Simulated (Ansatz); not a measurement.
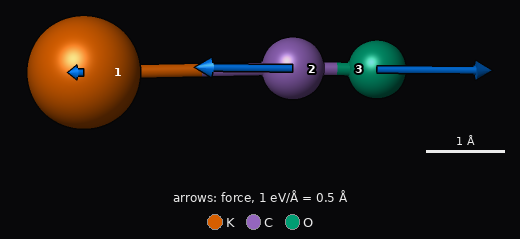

Starting geometry of KCO (charge +1) (coarse preliminary run) with the computed forces as blue arrows. A ball-and-stick model, seen at a tilt.

The calculation used Ansatz 0.2.0, RKS PBE-D4/def2-SVP.

The input:
```yaml
crystal:
  periodic: [false, false, false]
  atoms:
    - {symbol: K, position_ang: [-0.083100, -0.024400, -2.208800]}
    - {symbol: C, position_ang: [0.006600, 0.001900, 0.549900]}
    - {symbol: O, position_ang: [0.076500, 0.022400, 1.658900]}
basis:
  gaussian: {orbitals: def2-SVP}
total_charge: 1
hamiltonian: {xc: pbe, dispersion: d4}
relax: {f_tol: 0.03, max_steps: 250}
```

Launched with:
```bash
ansatz run in.yaml --threads 2 --pin off --events-out ev --progress --plain --max-ram 5222MiB
```

> What follows when this structure is relaxed?

It isn't relaxed: the largest force vector, on O3, is 3.09 eV/Å. The final displacements have little in common with the starting forces (cosine between the two patterns 0.20). The atom that moves furthest after the best rigid fit is K1 (0.20 Å). By element the largest moves are K 0.20 Å, O 0.11 Å, C 0.09 Å. Near-neighbour distances that change, for instance: K1–C2 2.760 → 3.050 Å, C2–O3 1.111 → 1.135 Å. After 3 geometry steps the energy has fallen by 2.06 kcal/mol. The largest force component goes from 3.1 to 0.016 eV/Å. Cost: 2.7 s on 2 threads of Arm Neoverse V2, on a shared host.
